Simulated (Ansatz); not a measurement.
Level of theory: PBE (plane waves to 420 eV, PAW; Ansatz, a quantum-chemistry and plane-wave program).

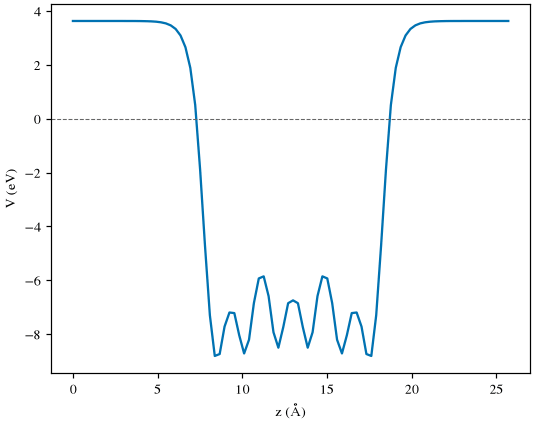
Plane-averaged electrostatic potential energy along the normal, in eV from the Fermi level, for the (10-12) surface of hcp Hf in its 1x1 cell, outermost plane spacing 0.62 Å in the ideal cut (one of several cuts of this face)

Set-up: 12 atoms, 10.0 Å thick at the start (thin: gaps and levels are the slab's own); mesh 12x5x1; 0.1 eV smearing; dipole correction on; all atoms relaxed; start symmetry kept, larger cells not searched; no spin, no spin-orbit, no U.

The vacuum level lies 3.63 eV above the Fermi level over the top face and 3.63 eV above it under the bottom face.
